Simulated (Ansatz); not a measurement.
**C$_{12}$H$_{23}$NSi (charge +1, doublet): density, localisation and related maps**

Input

```
crystal:
  periodic: [false, false, false]
  atoms:
    - {symbol: Si, position_ang: [0.698440, 0.910147, 0.401101]}
    - {symbol: C, position_ang: [0.231345, 1.386754, 2.129340]}
    - {symbol: C, position_ang: [1.164438, 1.487135, 3.093842]}
    - {symbol: H, position_ang: [-0.795901, 1.682766, 2.381025]}
    - {symbol: H, position_ang: [2.216469, 1.232204, 2.918409]}
    - {symbol: H, position_ang: [0.915128, 1.836862, 4.101913]}
    - {symbol: C, position_ang: [2.447628, 0.295552, 0.280954]}
    - {symbol: C, position_ang: [3.373325, 0.898476, -0.485376]}
    - {symbol: H, position_ang: [2.756391, -0.561119, 0.897486]}
    - {symbol: H, position_ang: [3.136908, 1.767813, -1.111171]}
    - {symbol: H, position_ang: [4.414680, 0.556931, -0.509435]}
    - {symbol: C, position_ang: [0.263785, 2.206621, -0.863178]}
    - {symbol: C, position_ang: [-0.287707, 3.383060, -0.514396]}
    - {symbol: H, position_ang: [0.483493, 2.028901, -1.925366]}
    - {symbol: H, position_ang: [-0.528927, 3.631356, 0.525736]}
    - {symbol: H, position_ang: [-0.507224, 4.158496, -1.257250]}
    - {symbol: N, position_ang: [-0.305718, -0.534179, -0.237853]}
    - {symbol: C, position_ang: [0.091532, -1.038746, -1.557883]}
    - {symbol: C, position_ang: [0.599251, -2.483187, -1.436919]}
    - {symbol: C, position_ang: [-1.041100, -0.889209, -2.579221]}
    - {symbol: C, position_ang: [-1.462433, -1.150673, 0.409287]}
    - {symbol: C, position_ang: [-1.056678, -1.764215, 1.754680]}
    - {symbol: C, position_ang: [-2.600040, -0.127741, 0.540782]}
    - {symbol: H, position_ang: [0.942561, -0.415574, -1.880401]}
    - {symbol: H, position_ang: [-0.198268, -3.177144, -1.132250]}
    - {symbol: H, position_ang: [0.965979, -2.801225, -2.424060]}
    - {symbol: H, position_ang: [1.432677, -2.554345, -0.723206]}
    - {symbol: H, position_ang: [-1.901016, -1.536349, -2.351458]}
    - {symbol: H, position_ang: [-1.384844, 0.153559, -2.645434]}
    - {symbol: H, position_ang: [-0.653771, -1.185420, -3.565336]}
    - {symbol: H, position_ang: [-1.807720, -1.961033, -0.251969]}
    - {symbol: H, position_ang: [-0.747324, -0.997014, 2.478375]}
    - {symbol: H, position_ang: [-0.238272, -2.488495, 1.631621]}
    - {symbol: H, position_ang: [-1.926108, -2.298284, 2.166680]}
    - {symbol: H, position_ang: [-3.479330, -0.641479, 0.957805]}
    - {symbol: H, position_ang: [-2.335736, 0.694993, 1.219309]}
    - {symbol: H, position_ang: [-2.875901, 0.293795, -0.436185]}
basis:
  gaussian: {orbitals: def2-TZVP, fitting: {mean_field: def2-universal-jkfit}, initial_orbitals: start.molden}
total_charge: 1
magnetization: {spin_polarized: true, initial_magnetization: 1}
hamiltonian: {xc: pbe0, dispersion: d4}
scf: {omitted_lower_state_checks: [starts]}
output: {orbitals: {seedname: orbitals}}
```

Run with:

```sh
ansatz run in.yaml --threads 2 --pin off --events-out ev --progress --plain --max-ram 32768MiB --backend cuda --devices 0, --max-vram 18GiB
```

Geometry: r2SCAN-D4/def2-SVP.

The calculation used UKS PBE0-D4/def2-TZVP (Ansatz 0.2.0).

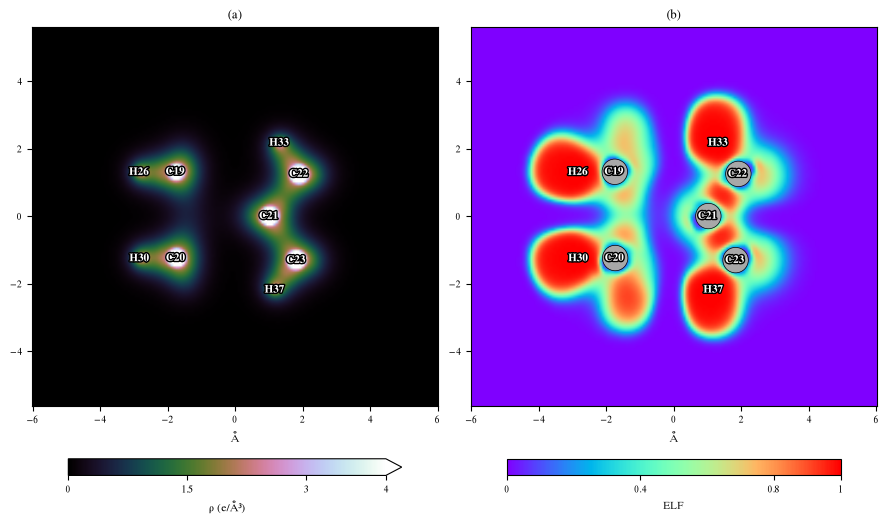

Figure 1. (a) total electron density; (b) electron localisation function on the plane of atoms C21, C23 and H37. Grey discs cover the atomic cores in the ELF map.

Q: Interpret the plot.

A: The plane passes through C and H nuclei. C–H (1.10 Å): ρ at the midpoint is about 2 e/Å³; the ELF climbs to about 1 towards the hydrogen, as it does in any bond to H; a covalent bond by its length. C–C (1.53 Å): ρ is about 1.6 e/Å³ halfway; the ELF peaks at about 0.95 between the atoms, as expected for a shared electron pair.

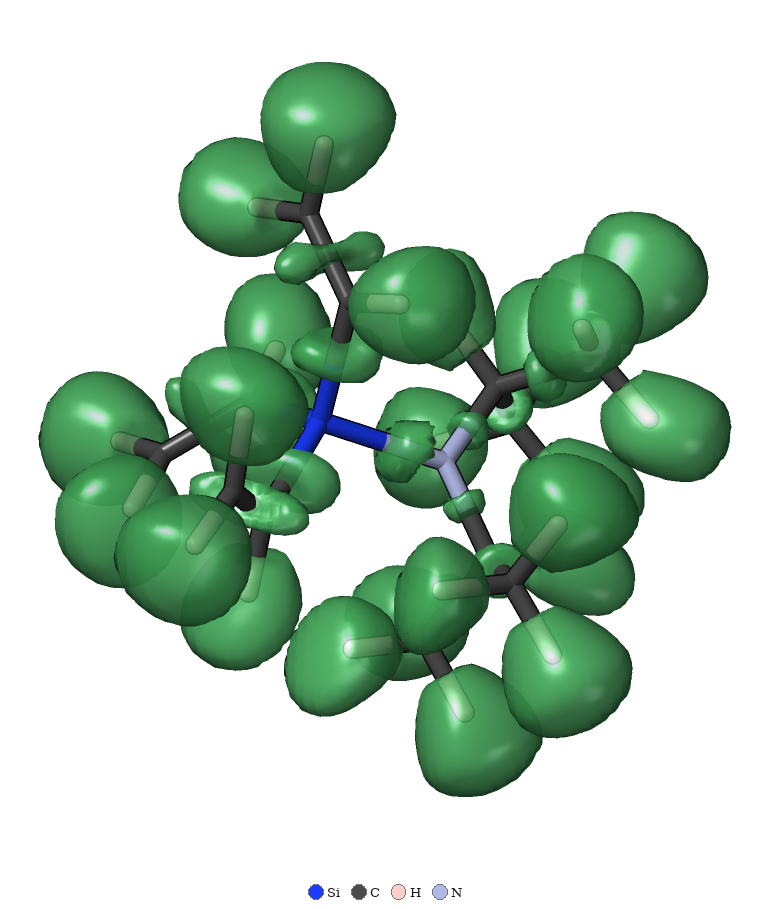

Figure 2. Isosurface of the electron localisation function at 0.85 (green), seen at a tilt. Only the valence region is drawn (cores and ρ < 0.01 e/Å³ removed).

Q: Describe the localisation domains.

A: At this value the surface marks out seven regions between bonded C–C atoms (shared pairs), two regions between bonded C–N atoms (shared pairs), three regions between bonded C–Si atoms (shared pairs), one region between bonded N–Si atoms (shared pairs) and 23 regions around hydrogen nuclei. Profiles from the grid: C–C (1.34 Å): the ELF peaks at about 0.90 between the atoms; a short, multiple covalent bond. C–N (1.46 Å): the ELF peaks at about 0.95 between the atoms, as expected for localised, covalent bonding.

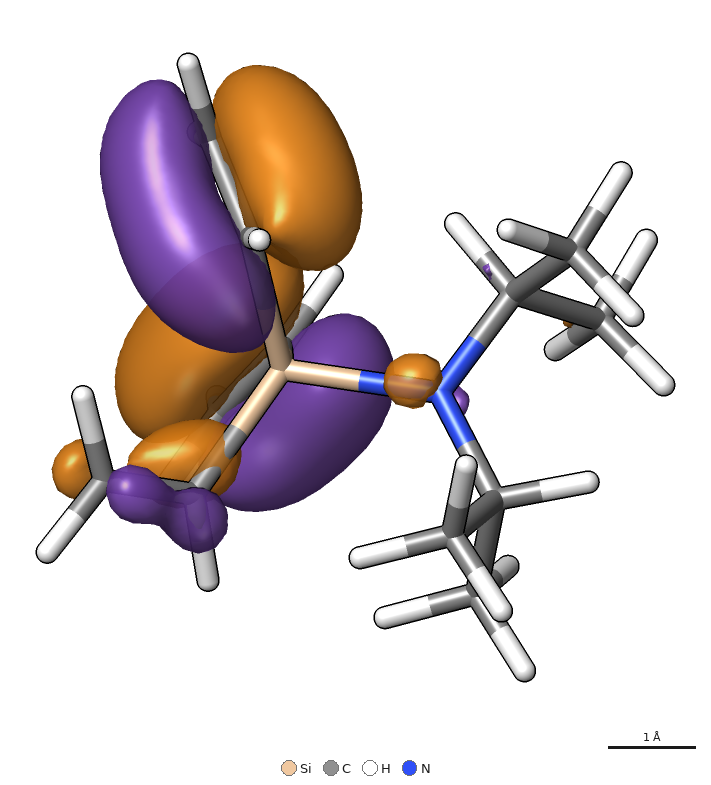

Figure 3. The HOMO−1 (β) at ±0.1 Å⁻³ᐟ² (orange and purple are the two phases), seen at a tilt.

Q: What is the character of this orbital?

A: By Hirshfeld shares it lies mainly on C12 (about 20 %), C7 (about 20 %), C13 (about 20 %) and C8 (about 15 %). Its energy is −11.60 eV.
